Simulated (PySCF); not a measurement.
**HCl (hydrogen chloride): CCSDT/6-31G**

What is the vertical singlet–triplet gap of HCl (hydrogen chloride) at CCSDT/6-31G? The job is set up through a Python script.

The results are computed with PySCF 2.14.0.

12 further runs of the same task are left out: 3 that didn't finish, 9 set aside as unsound or not needed.

### Step 1. The molecule

HCl has 2 atoms, charge 0, and is taken as a singlet. As SMILES, `Cl`. The shape is that of a PBE0-D4/def2-TZVP optimisation.

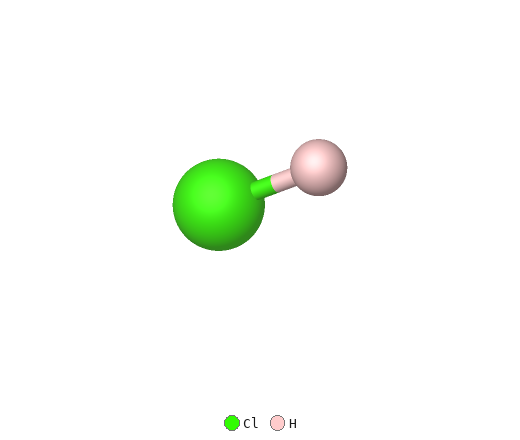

The structure, seen from a chosen angle (chlorine green, hydrogen pink).

### Step 2. The energy at CCSDT/6-31G

File calc.py:

```python
# Cl
from pyscf import gto, scf, cc

system = gto.Mole()
system.atom = 'Cl 0.546000 -0.178500 0.280800; H -0.546000 0.178500 -0.280800'
system.basis = '6-31g'
system.charge = 0
system.max_memory = 1860
system.verbose = 3
system.build()

hf = scf.RHF(system)
hf.conv_tol = 1e-10
hf.kernel()
if not hf.converged:
    hf = hf.newton().run(hf.mo_coeff, hf.mo_occ)

mycc = cc.CCSDT(hf, frozen=5)
mycc.kernel()
etot = mycc.e_tot
print('Final energy', etot)
```

Launch:

```
$ OMP_NUM_THREADS=1 python calc.py
```

The log of the run:

```text
converged SCF energy = -460.037013951738
_make_eris_incore_RCCSDT

WARN: A large `blksize` is being used, which may cause large memory consumption
      for storing contraction intermediates. If memory is sufficient, consider using
      `pyscf.cc.rccsdt_highm.RCCSDT` instead.

WARN: A large `blksize_oovv` is being used, which may cause large memory consumption
      for storing contraction intermediates. If memory is sufficient, consider using
      `pyscf.cc.rccsdt_highm.RCCSDT` instead.

WARN: A large `blksize_oooo` is being used, which may cause large memory consumption
      for storing contraction intermediates. If memory is sufficient, consider using
      `pyscf.cc.rccsdt_highm.RCCSDT` instead.

RCCSDT converged
E(RCCSDT) = -460.095120267928   E_corr = -0.05810631619041191
E_corr(same-spin) = -0.00840249341128684
E_corr(oppo-spin) = -0.0497038227791251
Final energy -460.095120267928
```

It took 0.76 s on 1 thread of Arm Neoverse V1, shared host; peak memory 0.1 GiB.

### Step 3. The triplet at the same level

File input.xyz:

```xyz
2

Cl     0.546000    -0.178500     0.280800
H     -0.546000     0.178500    -0.280800
```

File calc.py:

```python
from pyscf import gto, scf, cc

mol = gto.M(
    atom='input.xyz',
    basis='6-31g',
    verbose=4,
    max_memory=1860,
    charge=0,
    spin=2,
)

calc0 = scf.UHF(mol)
calc0.conv_tol = 1e-10
calc0.kernel()
if not calc0.converged:
    calc0 = calc0.newton().run(calc0.mo_coeff, calc0.mo_occ)

mycc = cc.CCSDT(calc0, frozen=5)
mycc.kernel()
energy = mycc.e_tot
print('Final energy', energy)
```

Launch:

```
$ OMP_NUM_THREADS=1 python calc.py
```

The log of the run:

```text
PySCF version 2.14.0

[INPUT] num. atoms = 2
[INPUT] num. electrons = 18
[INPUT] charge = 0
[INPUT] spin (= nelec alpha-beta = 2S) = 2
[INPUT] symmetry False subgroup None
[INPUT] Mole.unit = angstrom
[INPUT] Symbol           X                Y                Z      unit          X                Y                Z       unit  Magmom
[INPUT]  1 Cl     0.546000000000  -0.178500000000   0.280800000000 AA    1.031790464013  -0.337316113235   0.530635095778 Bohr   0.0
[INPUT]  2 H     -0.546000000000   0.178500000000  -0.280800000000 AA   -1.031790464013   0.337316113235  -0.530635095778 Bohr   0.0

nuclear repulsion = 7.03477695309743
number of shells = 9
number of NR pGTOs = 50
number of NR cGTOs = 15
basis = 6-31g
ecp = {}

******** <class 'pyscf.scf.uhf.UHF'> ********
method = UHF
initial guess = minao
damping factor = 0
level_shift factor = 0
DIIS = <class 'pyscf.scf.diis.CDIIS'>
diis_start_cycle = 1
diis_space = 8
diis_damp = 0
SCF conv_tol = 1e-10
SCF conv_tol_grad = None
SCF max_cycles = 50
direct_scf = True
direct_scf_tol = 1e-13
number electrons alpha = 10  beta = 8
Set gradient conv threshold to 1e-05
init E= -459.95399175061
[... the frontier-level lines of each cycle are left out ...]


[... 38 lines left out ...]
converged SCF energy = -459.771157513173  <S^2> = 2.0012848  2S+1 = 3.0008564
[... 17 lines left out ...]
WARN: A large `blksize_v_aaa` is being used, which may cause large memory consumption
[... 3 lines left out ...]
WARN: A large `blksize_v_aab` is being used, which may cause large memory consumption
      for storing contraction intermediates. If memory is sufficient, consider using
      `pyscf.cc.uccsdt_highm.UCCSDT` instead.

Approximate memory usage estimate
    T3 memory                29.8 KB
    R3 memory                29.8 KB
    ERIs memory               234 KB
    T1-ERIs memory            234 KB
    Intermediates memory      234 KB
    Block workspace           335 KB
Init t2, MP2 energy = -0.0293686739534812
Init E_corr(UCCSDT) = -0.0293686739535841
cycle =  1  E_corr(UCCSDT) = -0.034510505693  dE = -5.141831738967e-03  norm(d tamps) = 2.89196556e-02
cycle =  2  E_corr(UCCSDT) = -0.036136215332  dE = -1.625709639272e-03  norm(d tamps) = 9.89739705e-03
cycle =  3  E_corr(UCCSDT) = -0.036986800867  dE = -8.505855350811e-04  norm(d tamps) = 4.51342011e-03
cycle =  4  E_corr(UCCSDT) = -0.036972396491  dE =  1.440437624659e-05  norm(d tamps) = 1.26549488e-03
cycle =  5  E_corr(UCCSDT) = -0.036970512620  dE =  1.883871122314e-06  norm(d tamps) = 2.51065548e-04
cycle =  6  E_corr(UCCSDT) = -0.036971081629  dE = -5.690096684732e-07  norm(d tamps) = 4.56924635e-05
cycle =  7  E_corr(UCCSDT) = -0.036971083071  dE = -1.441665564705e-09  norm(d tamps) = 1.50947984e-05
cycle =  8  E_corr(UCCSDT) = -0.036971078975  dE =  4.096211952964e-09  norm(d tamps) = 3.99713543e-06
cycle =  9  E_corr(UCCSDT) = -0.036971076560  dE =  2.414517988325e-09  norm(d tamps) = 1.55368776e-06
cycle = 10  E_corr(UCCSDT) = -0.036971070574  dE =  5.986309330186e-09  norm(d tamps) = 3.05352780e-07
UCCSDT converged
E(UCCSDT) = -459.8081285837472   E_corr = -0.0369710705738301
E_corr(same-spin) = -0.00659900114200465
E_corr(oppo-spin) = -0.0303720694318254
Final energy -459.8081285837472
```

Run time: 1.1 s. Hardware: 1 thread of Arm Neoverse V1, shared host; peak memory 0.1 GiB.

### Step 4. Summary of results

Level: CCSDT/6-31G, 5 core orbitals frozen.

| quantity | value |
| --- | --- |
| singlet: total energy | -460.09512 Eh |
| singlet: dipole moment (Hartree–Fock density) | 1.87 D |
| singlet: HOMO energy (Hartree–Fock orbitals) | -13.04 eV |
| singlet: LUMO energy (Hartree–Fock orbitals) | 4.33 eV |
| singlet: HOMO–LUMO gap (Hartree–Fock orbitals) | 17.38 eV |
| singlet: correlation energy (5 core orbitals frozen) | -58.1 mEh |
| singlet: T1 diagnostic | 0.005 |
| triplet: total energy | -459.80813 Eh |
| triplet: dipole moment (Hartree–Fock density) | 1.52 D |
| triplet: HOMO energy (Hartree–Fock orbitals) (highest over α and β) | -5.10 eV |
| triplet: LUMO energy (Hartree–Fock orbitals) (lowest over α and β) | -2.34 eV |
| triplet: correlation energy (5 core orbitals frozen) | -37.0 mEh |
| triplet: ⟨S²⟩ of the reference determinant | 2.001 |
| triplet: T1 diagnostic | 0.005 |
| vertical energy of the triplet above the singlet | 7.809 eV |

In words: At this shape the triplet lies 7.81 eV (180 kcal/mol) above the singlet.
